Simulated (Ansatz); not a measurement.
**CuMe2 (C2H6Cu): structure and electronic state**

What does CuMe2 (C2H6Cu) look like as a doublet, and where do its frontier electrons sit?

The runs use Ansatz 0.2.0, Gaussian basis; UKS PBE0-D4/def2-TZVP.

The runs, in order: relaxation at r2SCAN-D4/def2-TZVP; a search for the lowest solution at PBE0-D4/def2-SVP; a single point at PBE0-D4/def2-TZVP.

1 further run of the same task is left out (it didn't finish).

### 1 The starting structure

9 atoms, charge 0, spin multiplicity 2.

Atoms are counted from 1 here; the program's logs count them from 0.

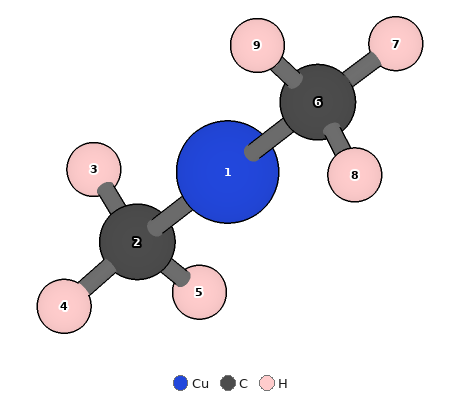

The starting geometry (copper blue, carbon dark grey, hydrogen pink); atoms are numbered from 1 in the order of the file.

As a file:

```
Cu   -0.00038   -0.00018    0.00011
C    -0.00348   -0.01427    2.04601
H    -0.43741    0.90154    2.46553
H     1.00777   -0.10261    2.46119
H    -0.58311   -0.85213    2.45197
C     0.00342    0.01432   -2.04594
H    -1.01157    0.01938   -2.46145
H     0.51181   -0.86246   -2.46515
H     0.51294    0.89643   -2.45226
```

Formally the metal is d9. No spin-orbit coupling is included.

The start is a GFN2-xTB geometry.

### 2 Optimising with r2SCAN-D4/def2-TZVP

Input file in.yaml:

```yaml
crystal:
  periodic: [false, false, false]
  atoms:
    - {symbol: Cu, position_ang: [-0.000380, -0.000180, 0.000110]}
    - {symbol: C, position_ang: [-0.003480, -0.014270, 2.046010]}
    - {symbol: H, position_ang: [-0.437410, 0.901540, 2.465530]}
    - {symbol: H, position_ang: [1.007770, -0.102610, 2.461190]}
    - {symbol: H, position_ang: [-0.583110, -0.852130, 2.451970]}
    - {symbol: C, position_ang: [0.003420, 0.014320, -2.045940]}
    - {symbol: H, position_ang: [-1.011570, 0.019380, -2.461450]}
    - {symbol: H, position_ang: [0.511810, -0.862460, -2.465150]}
    - {symbol: H, position_ang: [0.512940, 0.896430, -2.452260]}
basis:
  gaussian: {orbitals: def2-TZVP}
magnetization: {spin_polarized: true, initial_magnetization: 1}
hamiltonian: {xc: r2scan, dispersion: d4}
scf: {lower_state_search: "off"}
output: {orbitals: {seedname: orbitals}}
relax: {f_tol: 0.02, max_steps: 100}
```

The run is started by

```bash
$ ansatz run in.yaml --threads 4 --pin off --events-out ev --progress --plain --max-ram 3916MiB
```

Standard output (excerpt; [...] marks lines left out):

```text
Functional definition: r2SCAN
  name "r2SCAN"
  cite "Furness, Kaplan, Ning, Perdew & Sun, J. Phys. Chem. Lett. 11, 8208 (2020) doi:10.1021/acs.jpclett.0c02405"
  cite "Furness, Kaplan, Ning, Perdew & Sun, J. Phys. Chem. Lett. 11, 9248 (2020) doi:10.1021/acs.jpclett.0c03077"
  parent r2scan
[...]
1077 factors; their error is unknown
[...]
mean field -46810.09207911 eV, -1720.2391548873 hartree, gradient 2.8e-6 eV, S^2 0.753000; 0 other end points of the search recorded, 0 dependent functions left out
[...]
reference -46810.09210229 eV, -1720.2391557392 hartree; 24, 23 occupied and 119, 120 virtual orbitals, 1077 factors
relax step   1: F+E_penalty+E_count = -46810.11983784 eV  Δ(F+E_penalty+E_count) = +0.000e0 eV  max|allowed force component| = 6.308e-1 eV/Å  Δτ_max = 0.0000 Å  (40 SCF iters, accepted)
[...]
relax step   3: F+E_penalty+E_count = -46810.30840860 eV  Δ(F+E_penalty+E_count) = -2.052e-2 eV  max|allowed force component| = 2.027e-1 eV/Å  Δτ_max = 0.0429 Å  (23 SCF iters, accepted)
[...]
relax step   4: F+E_penalty+E_count = -46810.31101256 eV  Δ(F+E_penalty+E_count) = -2.604e-3 eV  max|allowed force component| = 5.220e-3 eV/Å  Δτ_max = 0.0133 Å  (26 SCF iters, accepted)
Total energy: -46810.31103565 eV, -1720.2472013918 hartree
Atom 0 at    -0.000152    -0.000199     0.000012 Å, force    -0.000087    -0.000109    -0.000101 eV/Å
Atom 1 at    -0.003427    -0.013904     1.928118 Å, force     0.000102     0.000138    -0.005220 eV/Å
Atom 2 at    -0.443384     0.910853     2.317131 Å, force    -0.000029     0.000198     0.003366 eV/Å
Atom 3 at     1.018824    -0.099842     2.312423 Å, force     0.000178     0.000024     0.003378 eV/Å
Atom 4 at    -0.587560    -0.860739     2.304559 Å, force    -0.000229    -0.000352     0.003163 eV/Å
Atom 5 at     0.003358     0.013819    -1.928099 Å, force     0.000159     0.000165     0.005087 eV/Å
Atom 6 at    -1.022112     0.019936    -2.313364 Å, force    -0.000332     0.000077    -0.003119 eV/Å
Atom 7 at     0.514402    -0.873674    -2.317012 Å, force     0.000208    -0.000195    -0.003169 eV/Å
Atom 8 at     0.520041     0.903769    -2.303757 Å, force     0.000030     0.000054    -0.003385 eV/Å
Dipole moment:    -0.000006    -0.000007     0.000071 e Å
Checks for a lower state left out: stability, starts, cluster_reference, orbital_swaps, neighbouring_geometries, increment
```

Wall time 13 s (4 threads of Arm Neoverse V1, shared host).

Relaxation path:

```csv
step,energy from step 1 (eV),largest force component (eV/Å)
1,0.0000,0.6308
2,-0.1680,0.4396
3,-0.1886,0.2027
4,-0.1912,0.0052
```

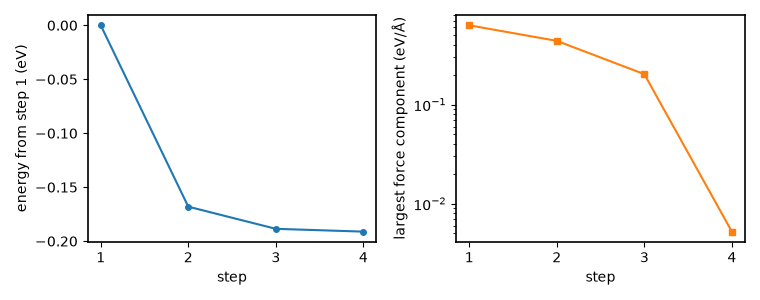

Energy and force, step by step.

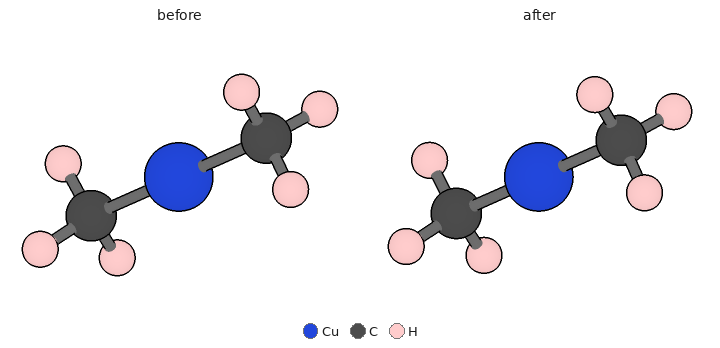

Before and after, at one scale.

Distances of close pairs at the start and the end, largest changes first:

```csv
bond,before (Å),after (Å),change (Å)
Cu1–C6,2.046,1.928,-0.118
Cu1–C2,2.046,1.928,-0.118
C2–H3,1.097,1.095,-0.001
C6–H8,1.097,1.095,-0.001
C6–H7,1.097,1.095,-0.001
C2–H5,1.097,1.095,-0.001
C6–H9,1.097,1.095,-0.001
C2–H4,1.097,1.095,-0.001
```

Bonds by kind at the end (by distance):

```csv
bond,count,shortest (Å),longest (Å)
C–Cu,2,1.928,1.928
C–H,6,1.095,1.095
```

### 3 Searching for the lowest solution, PBE0-D4/def2-SVP

start.molden holds the orbitals of an earlier run on this state, given as this run's starting guess.

Input file in.yaml:

```yaml
crystal:
  periodic: [false, false, false]
  atoms:
    - {symbol: Cu, position_ang: [-0.000152, -0.000199, 0.000012]}
    - {symbol: C, position_ang: [-0.003427, -0.013904, 1.928118]}
    - {symbol: H, position_ang: [-0.443384, 0.910853, 2.317131]}
    - {symbol: H, position_ang: [1.018824, -0.099842, 2.312423]}
    - {symbol: H, position_ang: [-0.587560, -0.860739, 2.304559]}
    - {symbol: C, position_ang: [0.003358, 0.013819, -1.928099]}
    - {symbol: H, position_ang: [-1.022112, 0.019936, -2.313364]}
    - {symbol: H, position_ang: [0.514402, -0.873674, -2.317012]}
    - {symbol: H, position_ang: [0.520041, 0.903769, -2.303757]}
basis:
  gaussian: {orbitals: def2-SVP, initial_orbitals: start.molden}
magnetization: {spin_polarized: true, initial_magnetization: 1}
hamiltonian: {xc: pbe0, dispersion: d4}
output: {orbitals: {seedname: orbitals}}
```

Launched as before.

Standard output (excerpt; [...] marks lines left out):

```text
Functional definition: PBE0
  name "PBE0"
  cite "Adamo & Barone, J. Chem. Phys. 110, 6158 (1999) doi:10.1063/1.478522"
  cite "Perdew, Burke & Ernzerhof, Phys. Rev. Lett. 77, 3865 (1996) doi:10.1103/PhysRevLett.77.3865"
  parent pbe
[...]
958 factors; integrals over basis functions are off by at most 1.1e-3 eV
[...]
mean field -46793.40618678 eV, -1719.6259596544 hartree, gradient 8.9e-6 eV, S^2 0.754411; 7 other end points of the search recorded, 0 dependent functions left out
reference -46793.40623262 eV, -1719.6259613389 hartree; 24, 23 occupied and 65, 66 virtual orbitals, 958 factors
Total energy: -46793.50523618 eV, -1719.6295996525 hartree
```

It took 4.7 s on 4 threads of Arm Neoverse V1, shared host.

From the report: HOMO -6.48 eV, LUMO -4.47 eV (over both spins); ⟨S²⟩ 0.754 (pure: 0.75).

### 4 Single point, PBE0-D4/def2-TZVP

Edit in.yaml of step 3 so:

```diff
@@ -13,5 +13,6 @@
 basis:
-  gaussian: {orbitals: def2-SVP, initial_orbitals: start.molden}
+  gaussian: {orbitals: def2-TZVP, initial_orbitals: start.molden}
 magnetization: {spin_polarized: true, initial_magnetization: 1}
 hamiltonian: {xc: pbe0, dispersion: d4}
-output: {orbitals: {seedname: orbitals}}
+scf: {omitted_lower_state_checks: [starts]}
+output: {forces: true, orbitals: {seedname: orbitals}}
```

Same command.

Standard output (excerpt; [...] marks lines left out):

```text
Functional definition: PBE0
  name "PBE0"
  cite "Adamo & Barone, J. Chem. Phys. 110, 6158 (1999) doi:10.1063/1.478522"
  cite "Perdew, Burke & Ernzerhof, Phys. Rev. Lett. 77, 3865 (1996) doi:10.1103/PhysRevLett.77.3865"
  parent pbe
[...]
1166 factors; their error is unknown
[...]
mean field -46802.45178473 eV, -1719.9583792477 hartree, gradient 2.2e-5 eV, S^2 0.755165; 0 other end points of the search recorded, 0 dependent functions left out
[...]
reference -46802.45182744 eV, -1719.9583808173 hartree; 24, 23 occupied and 119, 120 virtual orbitals, 1166 factors
Total energy: -46802.55083100 eV, -1719.9620191308 hartree
Atom 0 at    -0.000152    -0.000199     0.000012 Å, force    -0.000124    -0.000178    -0.000057 eV/Å
Atom 1 at    -0.003427    -0.013904     1.928118 Å, force     0.000112     0.000104    -0.003158 eV/Å
Atom 2 at    -0.443384     0.910853     2.317131 Å, force     0.015428    -0.032826     0.039027 eV/Å
Atom 3 at     1.018824    -0.099842     2.312423 Å, force    -0.036037     0.002764     0.039182 eV/Å
Atom 4 at    -0.587560    -0.860739     2.304559 Å, force     0.020341     0.029205     0.039203 eV/Å
Atom 5 at     0.003358     0.013819    -1.928099 Å, force     0.000216     0.000207     0.002921 eV/Å
Atom 6 at    -1.022112     0.019936    -2.313364 Å, force     0.035963     0.000253    -0.038849 eV/Å
Atom 7 at     0.514402    -0.873674    -2.317012 Å, force    -0.017779     0.031523    -0.038751 eV/Å
Atom 8 at     0.520041     0.903769    -2.303757 Å, force    -0.018118    -0.031053    -0.039518 eV/Å
Dipole moment:    -0.000011    -0.000015     0.000054 e Å
Checks for a lower state left out: starts
```

Run time: 3.6 s. Hardware: 4 threads of Arm Neoverse V1, shared host.

HOMO -6.62 eV, LUMO -4.43 eV (over both spins); ⟨S²⟩ 0.755 (pure: 0.75).

Mulliken charges, from this run's orbitals:

```csv
atom,value (e)
Cu1,0.26
C2,-0.52
H3,0.13
H4,0.13
H5,0.13
C6,-0.52
H7,0.13
H8,0.13
H9,0.13
```

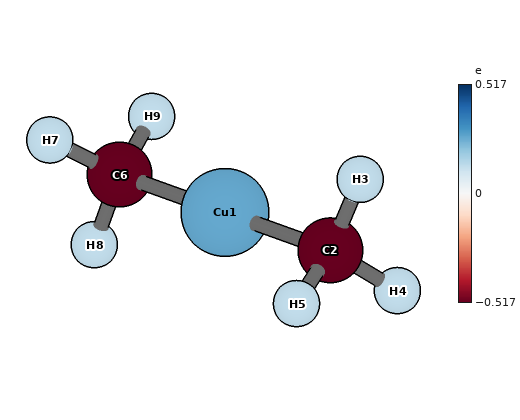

Mulliken charges, from this run's orbitals, as colours on the atoms.

Mulliken spin populations:

```csv
atom,value (e)
Cu1,1.00
C2,0.02
H3,-0.01
H4,-0.01
H5,-0.01
C6,0.02
H7,-0.01
H8,-0.01
H9,-0.01
```

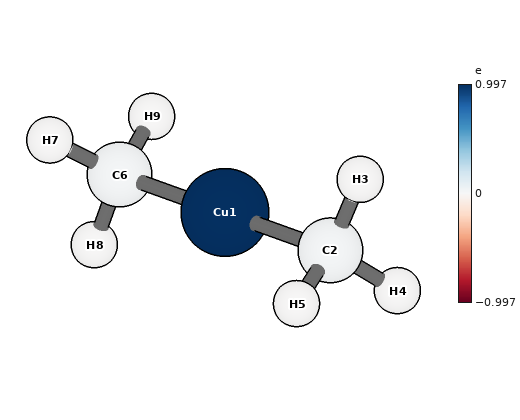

Mulliken spin populations, as colours on the atoms.

Largest Mayer bond orders: C2–H3 0.96; C2–H4 0.96; C2–H5 0.96; C6–H7 0.96; C6–H8 0.96; C6–H9 0.96; Cu1–C2 0.77; Cu1–C6 0.77.

The fields below are evaluated on a grid from the run's orbitals.

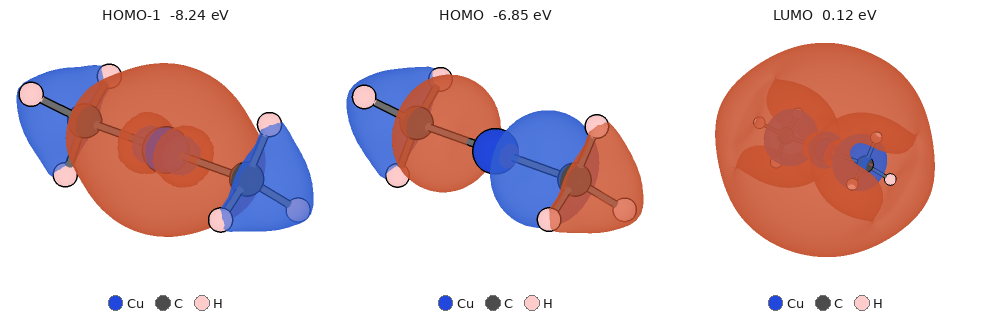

Frontier orbitals at PBE0-D4/def2-TZVP (alpha spin); each surface holds 70 % of the orbital's density, blue and red mark the sign.

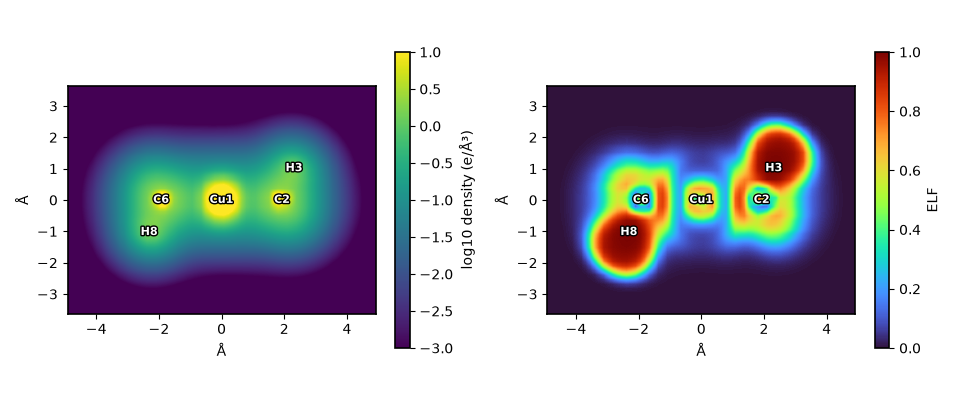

Density (left) and ELF (right) in a plane through or near 5 of the atoms.

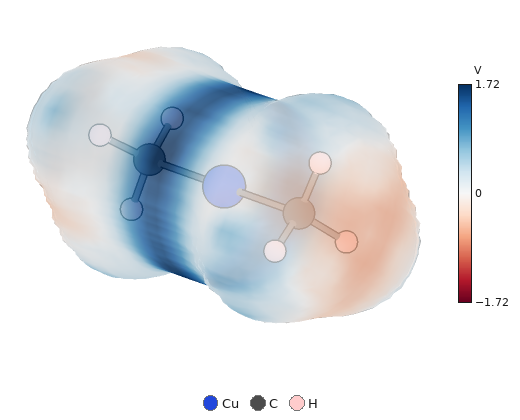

Electrostatic potential on the surface of density 0.002 e/bohr³; red is low, blue high. It runs from -0.58 to 1.72 V.

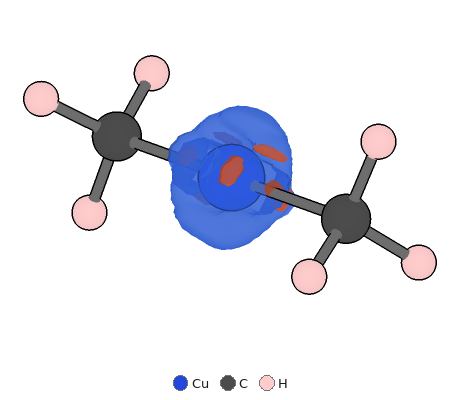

Spin density at ±0.1 e/Å³ (alpha excess blue, beta excess red).

### 5 What came out

```
                                         quantity             value
                                      point group                D3
                     near neighbours of the metal  C 1.93, C 1.93 Å
HOMO, LUMO at PBE0-D4/def2-TZVP (over both spins)   -6.62, -4.43 eV
                                             ⟨S²⟩             0.755
charge on the metal (Mulliken, PBE0-D4/def2-TZVP)           +0.26 e
                     spin on the metal (Mulliken)              1.00
                    dipole at r2SCAN-D4/def2-TZVP            0.00 D
```

The molecule keeps its bonding pattern by the stored test; the atoms moved 0.13 Å (rms). Of 1 unpaired electron, 1.00 sit on the metal by Mulliken's count. The Mulliken charge of the metal, +0.26 e, depends on the basis and isn't its oxidation state. No usable vibrations, so a minimum isn't proven. The alpha HOMO lies nearest to C2, C6 about 27 % each; Cu1 16 % and the alpha LUMO to Cu1 17 %; 6 H atoms about 12 % each (shares on a coarse grid); over both spins the HOMO and the LUMO of beta spin, not drawn, take the frontier's place. Whether this spin is the lowest isn't tested here.
